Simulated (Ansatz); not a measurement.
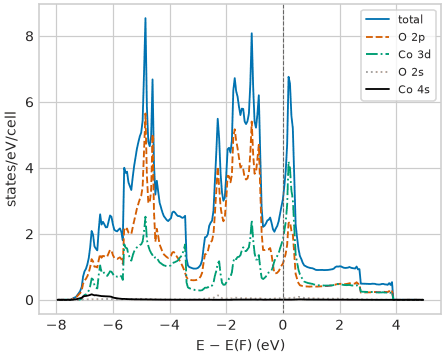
Figure. Total and projected density of states of SrCoO$_{3}$ (cubic perovskite, space group No. 221), PBEsol in the plane-wave PAW code Ansatz

Problem. Which orbitals carry the states next to the Fermi level?

Solution. Within 0.5 eV of the Fermi level: Co 3d 57 %, O 2p 39 %. Projections are on Löwdin-orthogonalised atomic valence shells; empty p or d shells of many metals are not among them.

Problem. Where is the tallest occupied peak in this window, and what makes it?

Solution. Near -4.8 eV, about 8.5 states/eV per cell; the largest projected share is O 2p.

Space group Pm-3m (cubic perovskite). The workflow started from an entry of the Crystallography Open Database (COD). Whether it is the stable phase at ambient conditions was not checked. The PBEsol relaxation kept the symmetry of its start; its stability against distortions is not shown here. The final state is ferromagnetic, chosen from 4 collinear starts compared on coarse meshes (ties went to the first, and starts can fall back to one state), not a proven ground state. No Hubbard U is applied. The compound may be a true metal, but semilocal functionals without U, or a wrong spin order, can also close a gap. Scalar-relativistic: spin–orbit coupling is off unless named, which matters more the heavier the elements.

Potentials: the later of the program's two PAW sets.
